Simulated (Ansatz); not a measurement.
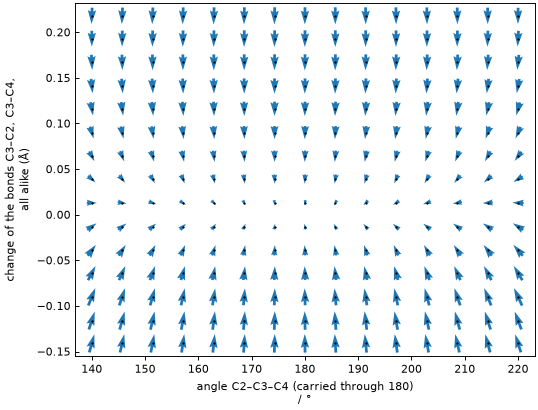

C₃HClF, SMILES F[C+]=C=CCl, charge +1. The first coordinate is: angle C2–C3–C4 (carried through 180); the second: change of the bonds C3–C2, C3–C4, all alike. Nothing is relaxed (all other coordinates rigid). The grid has 15 × 15 points. Points are written as (first, second). The calculation used RKS PBE0-D4/def2-TZVP in Ansatz 0.2.0.

Drawn: dots at the grid points, arrows along the force (downhill), their lengths compressed.

### The arrows alone are given. Where is the energy lowest?

The arrows converge at about (177°, 0.000 Å) (read from the interpolated surface).

The energy map of the same scan:

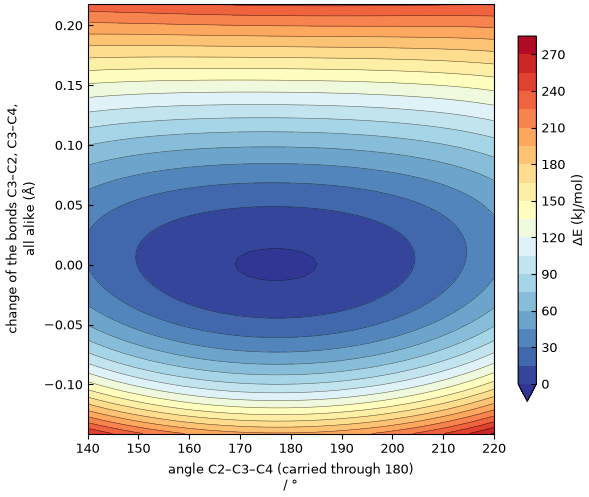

Energies are in kJ/mol, from the lowest grid point; between grid points the surface is interpolated.
